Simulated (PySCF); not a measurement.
# One shape, several levels: CH5AlO (SMILES [CH3][AlH][OH])

Wanted: a comparison of 6 runs (BLYP/aug-cc-pVDZ, SVWN5/aug-cc-pVDZ, TPSS/aug-cc-pVDZ, r2SCAN/aug-cc-pVDZ, revPBE/aug-cc-pVDZ, CCSD(T)/aug-cc-pVDZ) of CH5AlO. 

Program for the calculation: PySCF 2.14.0.

2 further runs of the same task are left out: 2 set aside as unsound or not needed.

**1. The structure to begin with**

CH5AlO has 8 atoms, charge 0, and is taken as a singlet. SMILES: `[CH3][AlH][OH]`. One bond was lengthened or shortened from a relaxed shape.

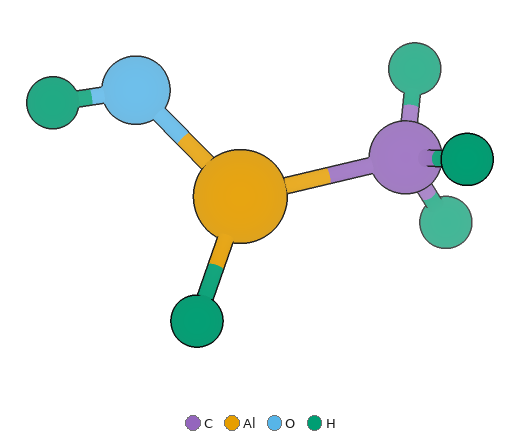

Viewed from a chosen angle; carbon purple, aluminium amber, oxygen blue, hydrogen teal.

**2. A single-point energy at BLYP/aug-cc-pVDZ (run 1)**

File input.py:

```python
from pyscf import gto, dft

mol = gto.Mole()
mol.atom = [
    ('C', (-0.845830, 0.836333, -0.103935)),
    ('Al', (0.511770, -0.540067, -0.272935)),
    ('O', (0.476670, -1.822267, 0.843765)),
    ('H', (-0.325100, 1.954500, 0.149300)),
    ('H', (-1.559330, 0.609533, 0.691265)),
    ('H', (-1.403630, 0.959133, -1.037835)),
    ('H', (1.648870, -0.540367, -1.383235)),
    ('H', (1.113270, -2.534967, 0.826465)),
]
mol.charge = 0
mol.max_memory = 1860
mol.verbose = 3
mol.basis = 'aug-cc-pvdz'
mol.build()

mf = dft.RKS(mol)
mf.xc = 'blyp'
mf.grids.level = 5
mf.conv_tol = 1e-10
mf.kernel()
if not mf.converged:
    mf = mf.newton().run(mf.mo_coeff, mf.mo_occ)

e_tot = mf.e_tot
print(f'total energy: {e_tot:.8f} hartree')
```

The run is started by

```sh
$ OMP_NUM_THREADS=1 python input.py
```

The log of the run:

```text
converged SCF energy = -358.779117652017
total energy: -358.77911765 hartree
```

Wall time 28 s (1 thread of Intel Xeon at 2.70GHz, shared host); peak memory 0.64 GiB.

**3. The energy at SVWN5/aug-cc-pVDZ (run 2)**

File run.py:

```python
from pyscf import gto, dft

mol = gto.M(
    atom='''
C   -0.845830   0.836333  -0.103935
Al   0.511770  -0.540067  -0.272935
O    0.476670  -1.822267   0.843765
H   -0.325100   1.954500   0.149300
H   -1.559330   0.609533   0.691265
H   -1.403630   0.959133  -1.037835
H    1.648870  -0.540367  -1.383235
H    1.113270  -2.534967   0.826465
''',
    max_memory=1860,
    basis='aug-cc-pvdz',
    verbose=3,
)

mf = dft.RKS(mol)
mf.xc = 'svwn'
mf.grids.level = 5
mf.conv_tol = 1e-10
mf.kernel()
if not mf.converged:
    mf = mf.newton().run(mf.mo_coeff, mf.mo_occ)

e_final = mf.e_tot
print('Final energy', e_final)
```

The run is started by

```sh
$ OMP_NUM_THREADS=1 python run.py
```

The log of the run:

```text
converged SCF energy = -356.822180517887
Final energy -356.8221805178866
```

It took 14 s on 1 thread of Intel Xeon at 2.70GHz, shared host; peak memory 0.44 GiB.

Runs 3 to 5 aren't shown in full; the table further down has their settings and results.

**4. The energy at CCSD(T)/aug-cc-pVDZ (run 6)**

File input.xyz:

```xyz
8

C     -0.845830     0.836333    -0.103935
Al     0.511770    -0.540067    -0.272935
O      0.476670    -1.822267     0.843765
H     -0.325100     1.954500     0.149300
H     -1.559330     0.609533     0.691265
H     -1.403630     0.959133    -1.037835
H      1.648870    -0.540367    -1.383235
H      1.113270    -2.534967     0.826465
```

File input.py:

```python
from pyscf import gto, scf, cc

molecule = gto.M(
    atom='input.xyz',
    basis='aug-cc-pvdz',
    max_memory=1860,
    verbose=3,
    charge=0,
)

mf = scf.RHF(molecule)
mf.conv_tol = 1e-10
mf.kernel()
if not mf.converged:
    mf = mf.newton().run(mf.mo_coeff, mf.mo_occ)

mycc = cc.CCSD(mf, frozen=7)
mycc.kernel()
e_t = mycc.ccsd_t()
energy = mycc.e_tot + e_t
print('Final energy', energy)
```

The run is started by

```sh
$ OMP_NUM_THREADS=1 python input.py
```

The log of the run:

```text
converged SCF energy = -357.616861252855
E(CCSD) = -358.0812189817359  E_corr = -0.464357728880989
CCSD(T) correction = -0.0132739937676155
Final energy -358.0944929755035
```

It took 60 s on 1 thread of Intel Xeon at 2.70GHz, shared host; peak memory 1.5 GiB.

**5. The series**

| run | level | integration grid | frozen core orbitals | energy (Eh) | dipole moment (D) of the reference | HOMO energy (eV) | LUMO energy (eV) | wall time |
| --- | --- | --- | --- | --- | --- | --- | --- | --- |
| 1 | BLYP/aug-cc-pVDZ | 5 | – | -358.779118 | 0.54 | -6.64 | -1.28 | 28 s |
| 2 | SVWN5/aug-cc-pVDZ | 5 | – | -356.822181 | 0.55 | -6.79 | -1.56 | 14 s |
| 3 | TPSS/aug-cc-pVDZ | 5 | – | -358.858208 | 0.53 | -6.90 | -1.20 | 44 s |
| 4 | r2SCAN/aug-cc-pVDZ | 5 | – | -358.728521 | 0.54 | -7.01 | -0.97 | 41 s |
| 5 | revPBE/aug-cc-pVDZ | 5 | – | -358.728823 | 0.50 | -6.70 | -1.29 | 28 s |
| 6 | CCSD(T)/aug-cc-pVDZ | – | 7 | -358.094493 | 0.78 | -11.15 | 0.77 | 60 s |

**6. Outcome**

| quantity | value |
| --- | --- |
| run 6: total energy | -358.09449 Eh |
| run 6: dipole moment (Hartree–Fock density) | 0.78 D |
| run 6: HOMO energy (Hartree–Fock orbitals) | -11.15 eV |
| run 6: LUMO energy (Hartree–Fock orbitals) | 0.77 eV |
| run 6: HOMO–LUMO gap (Hartree–Fock orbitals) | 11.92 eV |
| run 6: correlation energy (7 core orbitals frozen) | -477.6 mEh |
| run 6: (T) correction | -13.27 mEh |
| run 6: T1 diagnostic | 0.013 |

Over runs 1, 2, 3, 4, 5 the dipole moment (its size) runs from 0.50 D (revPBE/aug-cc-pVDZ) to 0.55 D (SVWN5/aug-cc-pVDZ). Over runs 1, 2, 3, 4, 5 the HOMO–LUMO gap runs from 5.23 eV (SVWN5/aug-cc-pVDZ) to 6.04 eV (r2SCAN/aug-cc-pVDZ). Totals of different functionals can't be ranked against each other. All runs together took 3.6 min, the longest 60 s.
